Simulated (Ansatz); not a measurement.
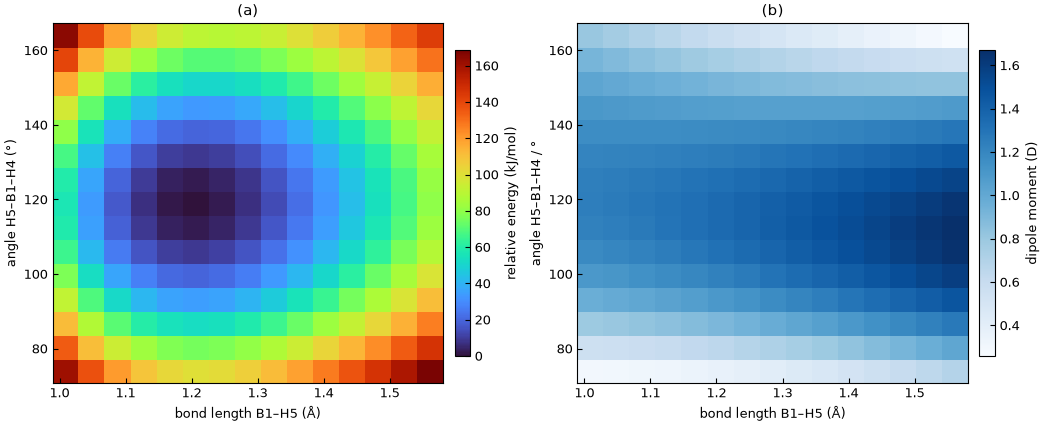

CH2BSi, SMILES BC#[Si], spin multiplicity 2. 
- First axis: bond length B1–H5. Second axis: angle H5–B1–H4.
- Nothing is relaxed (all other coordinates rigid).
- Grid: 15 × 15 points.
- Energies are in kJ/mol, from the lowest grid point.
- Level of theory: Ansatz, UKS PBE0-D4/def2-TZVP.

Panel (a) is the energy; panel (b) is the computed dipole moment, in D.

In the figure: one coloured cell a grid point.

Q: How does the dipole moment vary over the map, and what is it at the lowest grid point?

A: Leaving out the highest fifth of the energies, it runs from 0.43 D at bond length B1–H5 = 1.364 Å, angle H5–B1–H4 = 164.0° to 1.67 D at bond length B1–H5 = 1.561 Å, angle H5–B1–H4 = 112.6°. At the lowest grid point, bond length B1–H5 = 1.206 Å, angle H5–B1–H4 = 119.0°, it is 1.35 D.

| angle H5–B1–H4 ↓, bond length B1–H5 → | 1.009 | 1.048 | 1.088 | 1.127 | 1.167 | 1.206 | 1.246 | 1.285 | 1.325 | 1.364 | 1.404 | 1.443 | 1.482 | 1.522 | 1.561 |
| --- | --- | --- | --- | --- | --- | --- | --- | --- | --- | --- | --- | --- | --- | --- | --- |
| 164.0 | 0.81 | 0.76 | 0.71 | 0.67 | 0.62 | 0.58 | 0.54 | 0.50 | 0.46 | 0.43 | 0.39 | 0.36 | 0.32 | 0.29 | 0.26 |
| 157.6 | 0.92 | 0.89 | 0.85 | 0.82 | 0.79 | 0.75 | 0.72 | 0.69 | 0.67 | 0.64 | 0.62 | 0.60 | 0.58 | 0.56 | 0.55 |
| 151.2 | 1.02 | 1.00 | 0.98 | 0.96 | 0.94 | 0.92 | 0.90 | 0.89 | 0.87 | 0.86 | 0.85 | 0.84 | 0.84 | 0.84 | 0.84 |
| 144.7 | 1.10 | 1.09 | 1.08 | 1.07 | 1.07 | 1.06 | 1.06 | 1.05 | 1.05 | 1.05 | 1.06 | 1.06 | 1.07 | 1.08 | 1.09 |
| 138.3 | 1.17 | 1.17 | 1.17 | 1.17 | 1.17 | 1.17 | 1.18 | 1.19 | 1.20 | 1.21 | 1.22 | 1.24 | 1.25 | 1.27 | 1.29 |
| 131.9 | 1.21 | 1.22 | 1.23 | 1.24 | 1.25 | 1.26 | 1.28 | 1.29 | 1.31 | 1.33 | 1.35 | 1.37 | 1.40 | 1.42 | 1.44 |
| 125.4 | 1.24 | 1.25 | 1.27 | 1.28 | 1.30 | 1.32 | 1.34 | 1.37 | 1.39 | 1.42 | 1.44 | 1.47 | 1.50 | 1.53 | 1.56 |
| 119.0 | 1.25 | 1.26 | 1.28 | 1.30 | 1.33 | 1.35 | 1.38 | 1.41 | 1.44 | 1.47 | 1.50 | 1.53 | 1.57 | 1.60 | 1.64 |
| 112.6 | 1.23 | 1.25 | 1.27 | 1.30 | 1.32 | 1.35 | 1.38 | 1.41 | 1.45 | 1.48 | 1.52 | 1.56 | 1.59 | 1.63 | 1.67 |
| 106.2 | 1.18 | 1.20 | 1.23 | 1.25 | 1.28 | 1.31 | 1.35 | 1.38 | 1.42 | 1.46 | 1.50 | 1.53 | 1.58 | 1.62 | 1.66 |
| 99.7 | 1.10 | 1.12 | 1.14 | 1.17 | 1.20 | 1.23 | 1.26 | 1.30 | 1.34 | 1.38 | 1.42 | 1.46 | 1.50 | 1.55 | 1.59 |
| 93.3 | 0.97 | 0.99 | 1.01 | 1.04 | 1.07 | 1.10 | 1.13 | 1.17 | 1.21 | 1.25 | 1.29 | 1.33 | 1.38 | 1.42 | 1.47 |
| 86.9 | 0.79 | 0.81 | 0.83 | 0.85 | 0.88 | 0.91 | 0.94 | 0.98 | 1.02 | 1.06 | 1.10 | 1.14 | 1.19 | 1.23 | 1.28 |
| 80.4 | 0.56 | 0.57 | 0.59 | 0.60 | 0.63 | 0.65 | 0.68 | 0.72 | 0.75 | 0.79 | 0.83 | 0.88 | 0.92 | 0.97 | 1.01 |
| 74.0 | 0.30 | 0.31 | 0.32 | 0.33 | 0.35 | 0.37 | 0.39 | 0.42 | 0.45 | 0.48 | 0.52 | 0.56 | 0.60 | 0.65 | 0.69 |
